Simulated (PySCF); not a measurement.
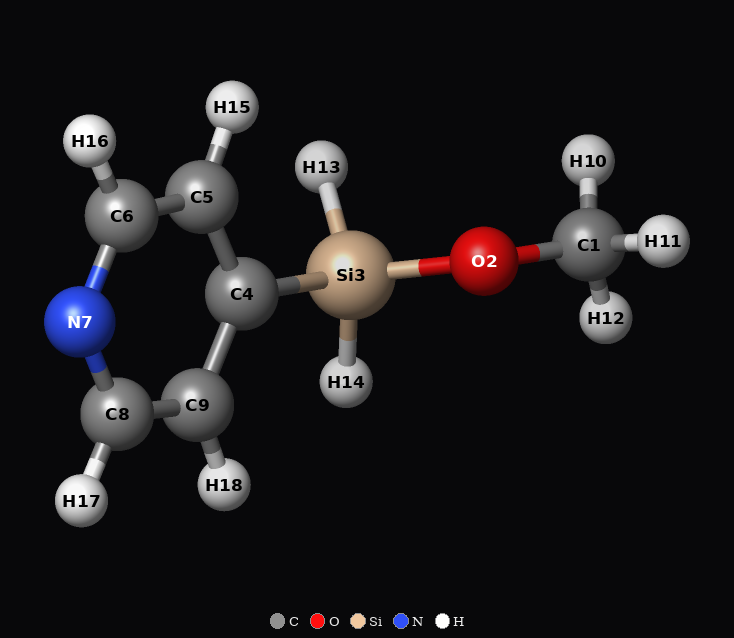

Computed geometry: PBE0-D3(BJ)/def2-SVP optimisation. No frequency run is at hand to confirm it as a minimum. Level of theory: delta-SCF UKS SCAN, pcX-2 on the ionised atom, pcseg-1 elsewhere, spin-free X2C (PySCF 2.14.0).

Give the core-electron binding energies (to vacuum; p and d levels without spin–orbit splitting) of C1 1s, O2 1s, Si3 1s, Si3 2p, C4 1s, C5 1s, C6 1s, N7 1s.

```
atom  level  binding energy (eV)
  C1     1s                292.5
  O2     1s                538.1
 Si3     1s               1847.1
 Si3     2p                107.4
  C4     1s                290.4
  C5     1s                290.5
  C6     1s                291.2
  N7     1s                404.6
```
